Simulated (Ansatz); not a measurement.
# How far to go with the k-point mesh at a smearing width of 0.3 eV: LaCu₂ (P6mm, 3 atoms in the cell)

```yaml
crystal:
  lattice:
    - [4.31319, 0.00000, 0.00000]
    - [-2.15659, 3.73533, 0.00000]
    - [0.00000, 0.00000, 3.86251]
  atoms:
    - { symbol: La, position: [0.00000, 0.00000, 0.01294] }
    - { symbol: Cu, position: [0.33333, 0.66667, 0.50000] }
    - { symbol: Cu, position: [0.66667, 0.33333, 0.50000] }
```

Method: PBEsol, default PAW files made with PBE (plane waves; Ansatz, an electronic-structure program).

Base settings: basis.ecutwfc = 420 eV; kpoints.mp_grid.grid = 9 9 9; hamiltonian.xc = pbesol; hamiltonian.pseudopotentials = {kind: paw} (the program's default PAW files); scf.occupations.method = fermi_dirac; scf.occupations.width = 0.1 eV.

In this ladder: scf.occupations.width = 0.3 eV.

Only quantities that move along the ladder and can be compared are tabulated.

The count of work is k-points × plane waves × bands × iterations; it is no time. Core times come from one kind of shared machine, to one figure; runs under 30 s give none.

The starting cell comes from a database of computed structures (which also holds hypothetical and non-ambient phases and stackings), without a prior relaxation at this level. Its lattice was rescaled by up to half a per cent. One atom was moved a little off its site on purpose. Spin polarisation is off. In the base run, with a pressure of about -3 GPa the cell is away from its equilibrium volume at this level. Ansatz's pressure includes its estimate of the finite-basis (Pulay) stress.

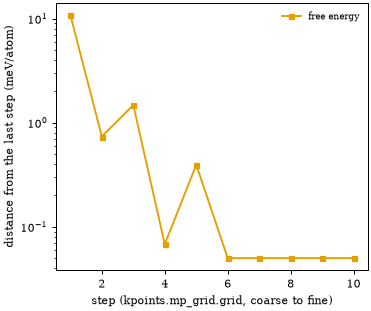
Figure: Distance from the last step along the ladder; very small values are drawn at a floor.

```csv
kpoints.mp_grid.grid,free energy less the last step's (meV/atom),pressure (GPa),largest difference of a force vector from the last step's (eV/Å),count of work / last,core time / last (rough)
3 3 3,10.82,-2.09,0.008,0.011,–
4 4 4,0.74,-2.29,0.006,0.023,–
5 5 5,-1.48,-2.47,0.002,0.028,–
6 6 5,0.07,-2.45,0.000,0.040,–
7 7 6,-0.39,-2.44,0.000,0.061,–
8 8 8,0.04,-2.43,0.000,0.095,–
10 10 9,-0.04,-2.43,0.000,0.13,–
12 12 11,0.01,-2.42,0.000,0.22,–
14 14 14,0.00,-2.42,0.000,0.36,0.2
17 17 17,0.00,-2.42,0.000,0.56,0.5
21 21 20,0.00,-2.42,0.000,1.0,1
```

Coarsest kpoints.mp_grid.grid that holds the pressure within 0.2 GPa of the last step, with all finer ones: 4 4 4, at 0.023 of the last step's count of work; the step before is off by 0.34 GPa.

Coarsest kpoints.mp_grid.grid that holds the forces within 0.005 eV/Å of the last step, with all finer ones: 5 5 5, at 0.028 of the last step's count of work; the step before is off by 0.006 eV/Å.

Coarsest kpoints.mp_grid.grid that holds the free energy within 0.5 meV/atom of the last step, with all finer ones: 6 6 5, at 0.040 of the last step's count of work; the step before is off by 1.5 meV/atom.

Keys are those of Ansatz 0.2.
